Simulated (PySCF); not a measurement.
Geometry relaxation, with input and output: CCl₃GeNS (part 2 of 2)

CCl₃GeNS (Ge(NCS)Cl3), SMILES S=C=[N][Ge]([Cl])([Cl])[Cl]; PBE0-D3(BJ)/def2-SVP geometry optimisation, gas phase (PySCF 2.14.0). The run did not end well. It belongs to a series of runs on one base structure; here: one ligand: Cl to NCS.

Geometry of the input (Å):
```
Ge 0.0581  -0.0755  -1.0664
N  -0.0326  0.0085  0.7172
C  -0.0555  -0.0023  1.8954
S  0.1187  -0.0057  3.4565
Cl 2.0063  -0.0228  -1.7036
Cl -1.0256  1.7533  -1.7010
Cl -0.9776  -1.7576  -1.6666
```

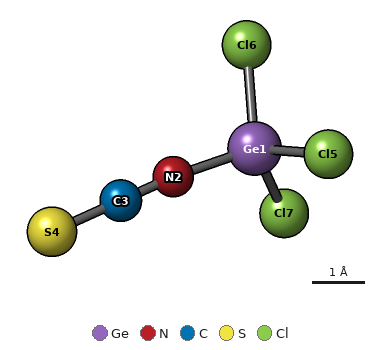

**Figure 1.** The geometry at step 29 of the log (ball-and-stick view, seen at a tilt; atoms are numbered from 1 in the order of the input).

Trajectory as extended XYZ, continued
```
7
Properties=species:S:1:pos:R:3:forces:R:3 step=17 energy=-107402.42040
Ge   -0.0173   -0.0192   -1.0406    0.0098  -0.0191  -0.0083
N    -0.0003    0.0658    0.7400   -0.0205   0.0462   0.0036
C     0.0514    0.0265    1.9362    0.0143  -0.0218  -0.0018
S     0.1172   -0.0199    3.5017    0.0002   0.0144  -0.0002
Cl    1.9838   -0.0430   -1.7455   -0.0029  -0.0074  -0.0011
Cl   -1.0173    1.6794   -1.8257    0.0034  -0.0064  -0.0026
Cl   -1.0256   -1.7917   -1.6346   -0.0042  -0.0059   0.0103
7
Properties=species:S:1:pos:R:3:forces:R:3 step=19 energy=-107402.42041
Ge   -0.0173   -0.0192   -1.0406    0.0095  -0.0192  -0.0080
N    -0.0004    0.0662    0.7400   -0.0203   0.0463   0.0032
C     0.0514    0.0266    1.9361    0.0142  -0.0218  -0.0014
S     0.1173   -0.0199    3.5017    0.0002   0.0144  -0.0002
Cl    1.9838   -0.0431   -1.7455   -0.0028  -0.0074  -0.0012
Cl   -1.0173    1.6793   -1.8260    0.0034  -0.0064  -0.0027
Cl   -1.0257   -1.7918   -1.6342   -0.0042  -0.0058   0.0103
7
Properties=species:S:1:pos:R:3:forces:R:3 step=20 energy=-107402.42041
Ge   -0.0173   -0.0192   -1.0406    0.0094  -0.0193  -0.0079
N    -0.0004    0.0663    0.7399   -0.0203   0.0463   0.0026
C     0.0514    0.0267    1.9361    0.0142  -0.0219  -0.0004
S     0.1173   -0.0199    3.5017    0.0002   0.0144  -0.0005
Cl    1.9838   -0.0432   -1.7455   -0.0026  -0.0074  -0.0012
Cl   -1.0173    1.6792   -1.8262    0.0033  -0.0063  -0.0028
Cl   -1.0257   -1.7919   -1.6340   -0.0043  -0.0058   0.0102
7
Properties=species:S:1:pos:R:3:forces:R:3 step=21 energy=-107402.42041
Ge   -0.0173   -0.0192   -1.0406    0.0094  -0.0192  -0.0076
N    -0.0005    0.0665    0.7399   -0.0202   0.0463   0.0032
C     0.0514    0.0268    1.9361    0.0141  -0.0219  -0.0017
S     0.1174   -0.0199    3.5017    0.0003   0.0144  -0.0001
Cl    1.9838   -0.0432   -1.7455   -0.0027  -0.0074  -0.0012
Cl   -1.0173    1.6791   -1.8263    0.0034  -0.0064  -0.0028
Cl   -1.0257   -1.7920   -1.6338   -0.0042  -0.0057   0.0102
7
Properties=species:S:1:pos:R:3:forces:R:3 step=23 energy=-107402.42042
Ge   -0.0173   -0.0192   -1.0407    0.0092  -0.0194  -0.0071
N    -0.0005    0.0669    0.7399   -0.0200   0.0464   0.0031
C     0.0514    0.0269    1.9361    0.0139  -0.0218  -0.0024
S     0.1174   -0.0200    3.5016    0.0003   0.0144   0.0003
Cl    1.9838   -0.0434   -1.7455   -0.0027  -0.0074  -0.0012
Cl   -1.0172    1.6789   -1.8266    0.0034  -0.0065  -0.0029
Cl   -1.0257   -1.7921   -1.6334   -0.0041  -0.0056   0.0102
7
Properties=species:S:1:pos:R:3:forces:R:3 step=24 energy=-107402.42042
Ge   -0.0173   -0.0193   -1.0407    0.0091  -0.0194  -0.0072
N    -0.0006    0.0670    0.7399   -0.0199   0.0464   0.0030
C     0.0514    0.0270    1.9360    0.0139  -0.0219  -0.0016
S     0.1175   -0.0200    3.5016    0.0003   0.0144  -0.0002
Cl    1.9838   -0.0434   -1.7455   -0.0027  -0.0075  -0.0013
Cl   -1.0172    1.6789   -1.8268    0.0034  -0.0064  -0.0030
Cl   -1.0258   -1.7922   -1.6332   -0.0042  -0.0056   0.0102
7
Properties=species:S:1:pos:R:3:forces:R:3 step=26 energy=-107402.42042
Ge   -0.0173   -0.0193   -1.0407    0.0090  -0.0195  -0.0069
N    -0.0007    0.0674    0.7399   -0.0197   0.0465   0.0026
C     0.0514    0.0271    1.9360    0.0138  -0.0219  -0.0014
S     0.1176   -0.0200    3.5015    0.0004   0.0144  -0.0002
Cl    1.9838   -0.0436   -1.7455   -0.0026  -0.0075  -0.0013
Cl   -1.0172    1.6787   -1.8271    0.0034  -0.0065  -0.0031
Cl   -1.0258   -1.7923   -1.6328   -0.0042  -0.0056   0.0102
7
Properties=species:S:1:pos:R:3:forces:R:3 step=27 energy=-107402.42042
Ge   -0.0173   -0.0193   -1.0407    0.0089  -0.0196  -0.0067
N    -0.0007    0.0675    0.7399   -0.0196   0.0465   0.0027
C     0.0515    0.0272    1.9360    0.0137  -0.0219  -0.0018
S     0.1176   -0.0201    3.5015    0.0004   0.0144   0.0000
Cl    1.9838   -0.0436   -1.7455   -0.0026  -0.0075  -0.0013
Cl   -1.0172    1.6786   -1.8273    0.0034  -0.0065  -0.0031
Cl   -1.0258   -1.7924   -1.6326   -0.0042  -0.0055   0.0102
7
Properties=species:S:1:pos:R:3:forces:R:3 step=29 energy=-107402.42043
Ge   -0.0173   -0.0193   -1.0407    0.0087  -0.0197  -0.0066
N    -0.0008    0.0679    0.7399   -0.0195   0.0467   0.0017
C     0.0515    0.0274    1.9360    0.0137  -0.0220  -0.0003
S     0.1177   -0.0201    3.5015    0.0004   0.0144  -0.0003
Cl    1.9838   -0.0438   -1.7455   -0.0024  -0.0075  -0.0014
Cl   -1.0172    1.6785   -1.8276    0.0033  -0.0064  -0.0032
Cl   -1.0258   -1.7925   -1.6322   -0.0042  -0.0055   0.0102
7
Properties=species:S:1:pos:R:3:forces:R:3 step=30 energy=-107402.42043
Ge   -0.0173   -0.0193   -1.0407    0.0087  -0.0196  -0.0064
N    -0.0008    0.0680    0.7399   -0.0194   0.0467   0.0026
C     0.0515    0.0274    1.9360    0.0136  -0.0220  -0.0015
S     0.1178   -0.0201    3.5015    0.0004   0.0144  -0.0003
Cl    1.9838   -0.0438   -1.7455   -0.0025  -0.0075  -0.0014
Cl   -1.0172    1.6784   -1.8277    0.0034  -0.0065  -0.0033
Cl   -1.0258   -1.7926   -1.6320   -0.0042  -0.0055   0.0102
7
Properties=species:S:1:pos:R:3:forces:R:3 step=31 energy=-107402.42043
Ge   -0.0173   -0.0193   -1.0407    0.0086  -0.0197  -0.0062
N    -0.0009    0.0682    0.7398   -0.0193   0.0467   0.0028
C     0.0515    0.0275    1.9359    0.0136  -0.0220  -0.0017
S     0.1178   -0.0202    3.5015    0.0005   0.0144  -0.0003
Cl    1.9838   -0.0439   -1.7454   -0.0025  -0.0075  -0.0014
Cl   -1.0172    1.6783   -1.8279    0.0034  -0.0065  -0.0033
Cl   -1.0259   -1.7927   -1.6318   -0.0042  -0.0054   0.0101
7
Properties=species:S:1:pos:R:3:forces:R:3 step=33 energy=-107402.42043
Ge   -0.0173   -0.0193   -1.0407    0.0084  -0.0199  -0.0062
N    -0.0009    0.0685    0.7398   -0.0192   0.0468   0.0017
C     0.0515    0.0277    1.9359    0.0135  -0.0221  -0.0001
S     0.1179   -0.0202    3.5014    0.0005   0.0145  -0.0006
Cl    1.9838   -0.0440   -1.7454   -0.0023  -0.0075  -0.0015
Cl   -1.0172    1.6782   -1.8282    0.0033  -0.0064  -0.0034
Cl   -1.0259   -1.7928   -1.6314   -0.0042  -0.0055   0.0101
7
Properties=species:S:1:pos:R:3:forces:R:3 step=34 energy=-107402.42044
Ge   -0.0173   -0.0193   -1.0407    0.0084  -0.0198  -0.0059
N    -0.0010    0.0687    0.7398   -0.0191   0.0468   0.0024
C     0.0515    0.0278    1.9359    0.0134  -0.0220  -0.0015
S     0.1179   -0.0202    3.5014    0.0005   0.0144  -0.0002
Cl    1.9838   -0.0441   -1.7454   -0.0024  -0.0075  -0.0014
Cl   -1.0172    1.6781   -1.8284    0.0034  -0.0065  -0.0034
Cl   -1.0259   -1.7929   -1.6312   -0.0042  -0.0054   0.0101
7
Properties=species:S:1:pos:R:3:forces:R:3 step=36 energy=-107402.42044
Ge   -0.0174   -0.0193   -1.0407    0.0082  -0.0199  -0.0055
N    -0.0010    0.0690    0.7398   -0.0189   0.0469   0.0022
C     0.0515    0.0279    1.9359    0.0133  -0.0220  -0.0021
S     0.1180   -0.0203    3.5014    0.0006   0.0144   0.0002
Cl    1.9838   -0.0442   -1.7454   -0.0024  -0.0076  -0.0015
Cl   -1.0171    1.6779   -1.8287    0.0034  -0.0065  -0.0035
Cl   -1.0259   -1.7930   -1.6308   -0.0041  -0.0053   0.0101
7
Properties=species:S:1:pos:R:3:forces:R:3 step=37 energy=-107402.42044
Ge   -0.0174   -0.0194   -1.0407    0.0082  -0.0199  -0.0056
N    -0.0011    0.0692    0.7398   -0.0189   0.0470   0.0024
C     0.0515    0.0280    1.9359    0.0133  -0.0221  -0.0015
S     0.1181   -0.0203    3.5013    0.0006   0.0145  -0.0003
Cl    1.9838   -0.0443   -1.7454   -0.0023  -0.0076  -0.0015
Cl   -1.0171    1.6778   -1.8288    0.0034  -0.0065  -0.0035
Cl   -1.0260   -1.7931   -1.6306   -0.0042  -0.0053   0.0101
7
Properties=species:S:1:pos:R:3:forces:R:3 step=39 energy=-107402.42044
Ge   -0.0174   -0.0194   -1.0407    0.0081  -0.0200  -0.0055
N    -0.0012    0.0695    0.7398   -0.0187   0.0471   0.0020
C     0.0515    0.0281    1.9358    0.0132  -0.0221  -0.0013
S     0.1182   -0.0203    3.5013    0.0006   0.0145  -0.0003
Cl    1.9838   -0.0444   -1.7454   -0.0023  -0.0076  -0.0015
Cl   -1.0171    1.6777   -1.8292    0.0034  -0.0065  -0.0036
Cl   -1.0260   -1.7932   -1.6302   -0.0042  -0.0053   0.0101
7
Properties=species:S:1:pos:R:3:forces:R:3 step=40 energy=-107402.42044
Ge   -0.0174   -0.0194   -1.0407    0.0080  -0.0200  -0.0053
N    -0.0012    0.0697    0.7398   -0.0187   0.0471   0.0021
C     0.0516    0.0282    1.9358    0.0132  -0.0221  -0.0016
S     0.1182   -0.0204    3.5013    0.0006   0.0145  -0.0001
Cl    1.9838   -0.0445   -1.7454   -0.0023  -0.0076  -0.0015
Cl   -1.0171    1.6776   -1.8293    0.0034  -0.0065  -0.0036
Cl   -1.0260   -1.7933   -1.6300   -0.0042  -0.0053   0.0101
```

Outcome

- outcome: not converged
- total energy: −3946.966184 hartree
- dipole moment: 0.49 D
- point group: Cs
- hardware: 1 CPU thread, shared host
- wall time: 12 min
- peak memory: 0.58 GiB

What went wrong

The run did not converge. At least one of its steps failed, so the values that rest on that step are not results.
